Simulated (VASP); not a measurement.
Band structure of BaBrF (space group P4/nmm). All values below come from LDA (Ceperley-Alder, Perdew-Zunger), VASP's LDA PAW potentials (set 64) (plane waves; VASP 6.6.1).

Unless said otherwise, spin-orbit coupling is left out, though it shifts the bands of the heavy elements here.

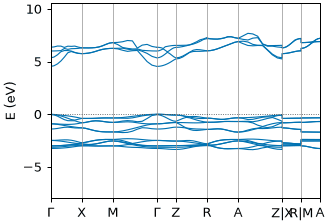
Figure. Bands along high-symmetry lines, zero at the valence-band maximum or, without a gap, the Fermi level

Read the plot: is there a gap, and where are the band edges?

The gap is direct, 4.54 eV, from the valence maximum at Γ to the conduction minimum at Γ. (Edges off the drawn lines would not show.)

The structure comes from a computed database's BaBrF entry (P4/nmm); how it stands against other phases isn't given here. It was relaxed first, which changed the volume by -8 %.
